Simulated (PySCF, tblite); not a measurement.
# C₆H₅N₂ radical: geometry, infrared bands and EPR parameters

What infrared bands and EPR parameters should C₆H₅N₂ radical (`C#Cc1[c]n(C)nc1`) show?

The runs use tblite 0.8.0 and PySCF 2.14.0, with density-fitted response routines of our own; the level of theory stands in each step. All values are computed, except where a source is named. Atoms count from 0, in the outputs and in this text.

## Step 1: The starting structure

13 atoms, charge 0, multiplicity 2; geometry from: force field or distance geometry start.

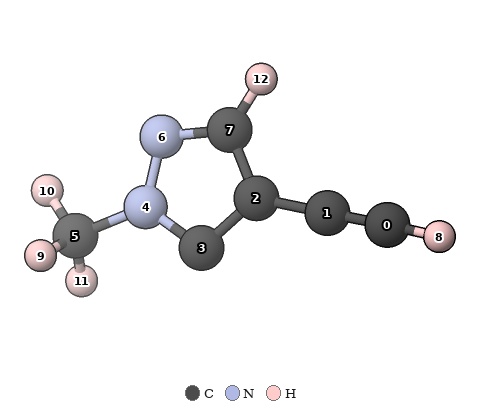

As it starts; carbon dark grey, nitrogen light blue, hydrogen pink, atoms numbered.

## Step 2: Optimising the geometry with GFN2-xTB

What the job is given:

```
{"job": {"kind": "relax", "xc": "GFN2-xTB", "basis": "xTB"}, "charge": 0, "multiplicity": 2}
C      3.577100     0.136200    -0.991700
C      2.408300     0.081200    -0.654900
C      1.032900    -0.006100    -0.249600
C     -0.107200     0.179700    -1.017100
N     -1.156800    -0.006300    -0.179100
C     -2.568300     0.082600    -0.547100
N     -0.759300    -0.277700     1.041000
C      0.582600    -0.278000     1.022700
H      4.593400     0.183200    -1.312200
H     -2.874200    -0.770600    -1.171200
H     -3.171500     0.131600     0.402300
H     -2.826400     1.014800    -1.081400
H      1.265200    -0.470100     1.859400
```

Run with:

```bash
$ OMP_NUM_THREADS=1 python probes_run.py task.json out
```

The driver reads the jobs from task.json and runs them one after another.

**Question.** This job is followed by: GFN2-xTB harmonic vibrations, gas phase; UKS B3LYP, pcH-1 on C H N, non-relativistic, mean-field spin-orbit, GIAO. What will the session give for the following? strongest single infrared mode (GFN2-xTB); zero-point energy (GFN2-xTB); g(iso) (B3LYP); ⟨S²⟩; largest a(iso) (averaged by class); surface potential, least and greatest.

The runs gave:

| quantity | value |
| --- | --- |
| strongest single infrared mode (GFN2-xTB) | 961 cm⁻¹, 75 km/mol |
| zero-point energy (GFN2-xTB) | 57.9 kcal/mol |
| g(iso) (B3LYP) | 2.00181 |
| ⟨S²⟩ | 0.758 (exact 0.75) |
| largest a(iso) (averaged by class) | 13C on C3, 519.2 MHz |
| surface potential, least and greatest | -1.30 V and 1.27 V |

What this shows: The optimisation took 25 steps and gained 0.231 eV; among the close pairs (by a distance rule), C5–H10 changed most, from 1.126 to 1.088 Å. No mode is imaginary among the 33: a minimum at this level. The strongest single mode, at 961 cm⁻¹, has its largest shares on N6, H12 and C3 (the list is cut at 3 atoms). GFN2-xTB is a fitted tight-binding method: band positions and strengths are rough. Its intensities can rank the bands wrongly. C3 carries the largest spin population, 0.99 e. The isotropic g lies 0.5 ppt below the free-electron value.
